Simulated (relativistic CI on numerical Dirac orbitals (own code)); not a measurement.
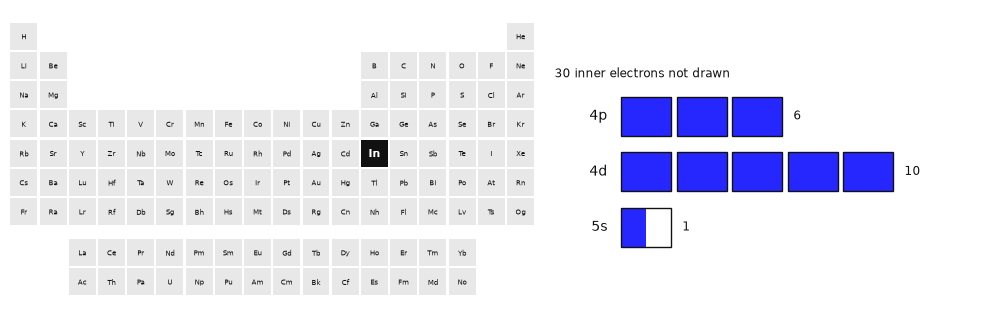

Fig. 1: Left, the place of indium in the periodic table; right, the outer shells of the leading configuration of the lowest level: a box for each of the 2l + 1 orbitals, shaded by the share of the shell that is filled, with the electron count at the right.

**Run report: In²⁺, relativistic CI calculation**

System: In²⁺.
Method: Dirac-Coulomb-Breit CI, KLI orbitals optimised for each configuration, model QED (radiative potential, 1s self-energy scaled to tabulated hydrogen-like ionisation energies), valence Slater integrals scaled by 0.85, P86 correlation energy added to each configuration (relativistic CI on numerical Dirac orbitals, in-house).

**Input**
```
atom In  Z=49  charge=2  electrons=47
nucleus A=115  rms_radius_fm=4.6156
hamiltonian dirac-coulomb  breit=on  qed=on  c_scale=1
orbitals kli  potential=per-configuration
slater_scale 0.85
correlation p86
mixing on
configurations
  [Kr] 4d10 5s
  [Kr] 4d10 5p
  [Kr] 4d10 5d
  [Kr] 4d10 6s
  [Kr] 4d9 5s2
  [Kr] 4d10 6p
  [Kr] 4d10 4f
  [Kr] 4d10 7s
  [Kr] 4d10 6d
  [Kr] 4d10 7p
  [Kr] 4d10 5f
  [Kr] 4d9 4f 5s
  [Kr] 4d10 5g
  [Kr] 4d9 5s 5p
  [Kr] 4d10 8s
  [Kr] 4d10 7d
  [Kr] 4d10 8p
  [Kr] 4d10 9s
  [Kr] 4d10 9p
  [Kr] 4d9 5s 6p
end
```

The run was one of a batch that the task file lists, launched with:
```bash
python <driver script> task.json out
```

The program writes its results to a structured record and prints no log; tables and figures of this report are taken from that record.

**The lowest 20 levels**

```tsv
Configuration	Level	E (eV)	LS purity (%)	Landé g	Lifetime (s; – stable or not computed)
4d¹⁰ 5s	²S₁/₂	0	100	2.002	–
4d¹⁰ 5p	²P°₁/₂	6.771	100	0.666	1.6×10⁻⁹
4d¹⁰ 5p	²P°₃/₂	7.255	100	1.334	1.3×10⁻⁹
4d¹⁰ 6s	²S₁/₂	14.93	100	2.002	7.4×10⁻¹⁰
4d¹⁰ 5d	²D₅/₂	14.99	60	1.200	8.9×10⁻¹⁰
4d¹⁰ 5d	²D₃/₂	15.05	97	0.799	5.2×10⁻¹⁰
4d⁹ 5s²	²D₅/₂	15.34	60	1.200	1.5×10⁻⁹
4d⁹ 5s²	²D₃/₂	16.07	97	0.799	2.4×10⁻⁸
4d¹⁰ 6p	²P°₁/₂	17.09	100	0.666	5.4×10⁻⁹
4d¹⁰ 6p	²P°₃/₂	17.24	100	1.334	5.1×10⁻⁹
4d¹⁰ 4f	²F°₇/₂	19.53	100	1.143	1.3×10⁻⁹
4d¹⁰ 4f	²F°₅/₂	19.53	99	0.857	1.2×10⁻⁹
4d⁹ 5s 5p	⁴P°₅/₂	20.01	92	1.580	1.6×10⁻⁶
4d¹⁰ 7s	²S₁/₂	20.12	100	2.002	1.0×10⁻⁹
4d¹⁰ 6d	²D₃/₂	20.28	100	0.800	1.2×10⁻⁹
4d¹⁰ 6d	²D₅/₂	20.30	100	1.200	1.3×10⁻⁹
4d⁹ 5s 5p	⁴P°₃/₂	20.53	81	1.626	5.1×10⁻⁹
4d⁹ 5s 5p	⁴F°₇/₂	20.55	77	1.246	2.0×10⁻⁷
4d⁹ 5s 5p	[(4d₅/₂)⁵ 5s 5p₁/₂] J = 5/2	20.59	64	1.007	2.0×10⁻⁷
4d⁹ 5s 5p	⁴F°₉/₂	20.74	100	1.334	1.1×10¹
```

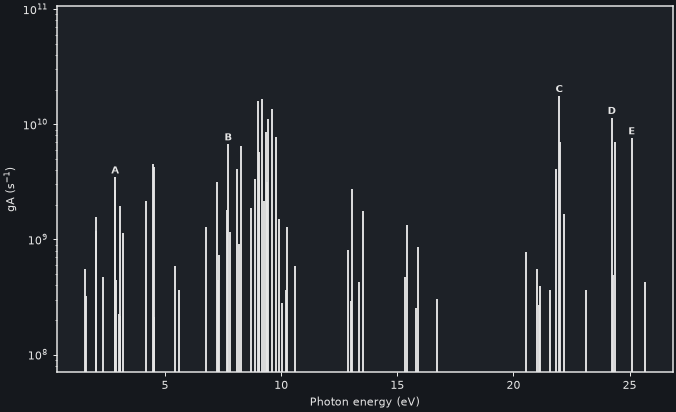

Fig. 2: The stronger electric dipole lines (weighted rates gA) for In²⁺ (indium, Z = 49). A: 4d¹⁰ 5g ²G₉/₂ → 4d¹⁰ 4f ²F°₇/₂, 2.858 eV, gA = 3.5×10⁹ s⁻¹; B: 4d¹⁰ 5d ²D₅/₂ → 4d¹⁰ 5p ²P°₃/₂, 7.731 eV, gA = 6.7×10⁹ s⁻¹; C: 4d⁹ 5s 5p ²P°₃/₂ → 4d¹⁰ 5s ²S₁/₂, 21.96 eV, gA = 1.8×10¹⁰ s⁻¹; D: 4d¹⁰ 9p J = 3/2 (odd, mixed, level 45) → 4d¹⁰ 5s ²S₁/₂, 24.23 eV, gA = 1.1×10¹⁰ s⁻¹; E: 4d⁹ 5s 5p ²P°₁/₂ → 4d¹⁰ 5s ²S₁/₂, 25.10 eV, gA = 7.6×10⁹ s⁻¹. The strongest, C, lies in the extreme ultraviolet region.

**Summary**

- outcome: converged
- lowest level: 4d¹⁰ 5s ²S₁/₂
- first excited level: 4d¹⁰ 5p ²P°₁/₂, 54,613 cm⁻¹
- ionisation energy: 27.272 eV
- levels computed: 114
- SCF iterations: 202
- hardware: 1 thread of Intel Xeon @ 2.90GHz (Ice Lake), 192 GiB of memory available, shared host
- wall time: 1.9 s

**Notes**

Limits: near-neutral ion: configurations can be misplaced by up to about 10000 cm⁻¹, over 20000 where the f count changes; rates and lifetimes follow the computed energies and can be off by orders of magnitude; the fine structure of a weakly bound d or f electron outside closed shells is too small or inverted; only a limited list of configurations is included, so lower levels can be missing; only lines among the lowest 52 of 114 levels are drawn.
